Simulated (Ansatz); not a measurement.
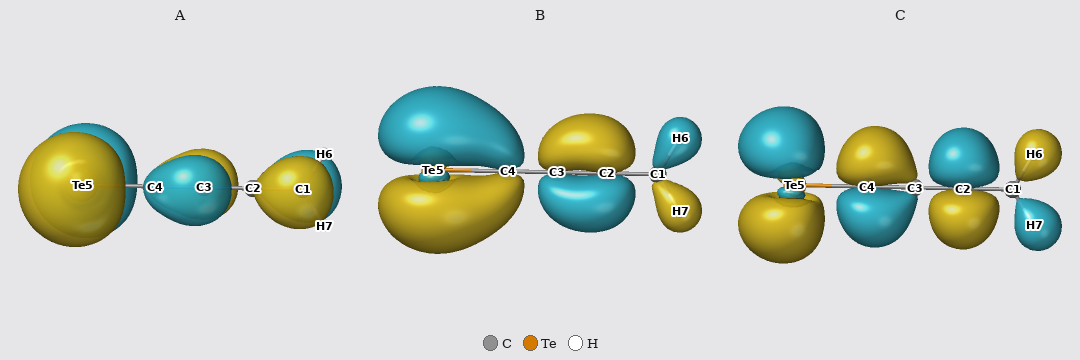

Figure 1: C₄H₂Te (SMILES C=C=C=C=[Te]). Three frontier orbitals at ±0.08 Å⁻³ᐟ² (yellow and cyan are the two phases), in no order.

Geometry: PBE0-D3(BJ)/def2-SVP; core potentials replace the inner electrons of Te.

Method: Ansatz, isolated molecule in a Gaussian basis; Kohn-Sham density functional theory, functional PBE0.

```xyz
7

C    -0.2799   -1.1409    0.7364
C    -1.3837   -0.7057    1.2969
C    -2.4679   -0.2782    1.8476
C    -3.5426    0.1454    2.3933
Te   -5.1549    0.7808    3.2118
H     0.6369   -1.2695    1.3217
H    -0.2484   -1.3863   -0.3307
```

Question: Which picture is the HOMO−1, the HOMO and the LUMO?

Answer: B is the HOMO−1 (−7.08 eV). It lies mainly on Te5 (about 55 %), C2 (about 15 %), C4 (about 10 %) and C3 (about 10 %); it is symmetric in the molecular plane (an in-plane orbital: σ, lone-pair or in-plane π type). A is the HOMO (−6.02 eV). Its weight (Hirshfeld) is mainly on Te5 (about 60 %), C3 (about 15 %), C1 (about 15 %) and C4 (about 5 %); it changes sign across the molecular plane (π type). C is the LUMO (−3.38 eV). Its weight (Hirshfeld) is mainly on Te5 (about 35 %), C4 (about 25 %), C2 (about 20 %) and C3 (about 10 %); it is symmetric in the molecular plane (an in-plane orbital: σ, lone-pair or in-plane π type).

Question: What is the HOMO–LUMO gap?

Answer: 2.64 eV between the orbital energies.
